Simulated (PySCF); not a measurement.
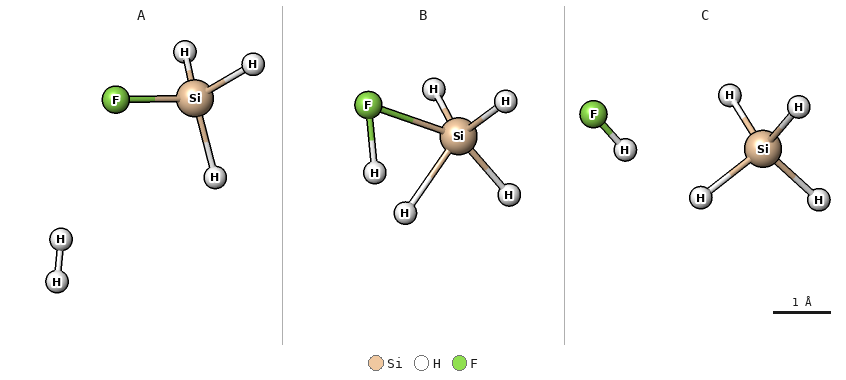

Three geometries of SiH₅F: a saddle point and the two minima that it joins, in shuffled order. Style: ball-and-stick. Shown at a tilt. Sticks join atoms that are closer than about 1.2 times the sum of their covalent radii (a little more with hydrogen).

Stationary points at PBE0-D4/def2-TZVP, single-point energies with CCSD(T)/CBS, BHLYP-D4, PBE-D4, B3LYP-D4 (def2-TZVPP where no basis is named; PySCF 2.14.0). The energies are electronic, without zero-point or thermal terms, and both ends are the minima reached downhill from the saddle, with any fragments still in contact. CCSD(T)/CBS stands for a frozen-core estimate: MP2 correlation extrapolated from def2-TZVPP and def2-QZVPP, CCSD(T) minus MP2 from the smaller set.

### Identify the saddle point and describe the reaction.

Frame B is the saddle point. Counted by bonded pieces, C holds HF + SiH₄ and A holds H₂ + SiH₃F. From C over the saddle to A, bonds form: F–Si (3.53 → 1.94 → 1.60 Å), H–H (1.79 → 0.97 → 0.75 Å). Bonds break: H–Si (1.50 → 1.70 → 4.19 Å), F–H (0.93 → 1.21 → 2.66 Å). The saddle has one imaginary mode, 1132i cm⁻¹. With CCSD(T)/CBS the barrier is 148.0 kJ/mol from C and 249.5 kJ/mol from A, and A lies 101.5 kJ/mol below C.

```tsv
level	barrier from C (kJ/mol)	barrier from A (kJ/mol)	A less C (kJ/mol)
CCSD(T)/CBS	148.0	249.5	−101.5
BHLYP-D4	158.1	263.3	−105.2
PBE-D4	115.0	205.2	−90.2
B3LYP-D4	139.9	241.8	−101.9
```

Against CCSD(T)/CBS, B3LYP-D4 comes closest on the barrier from C (−8.1 kJ/mol) and PBE-D4 misses most (−33.1 kJ/mol).
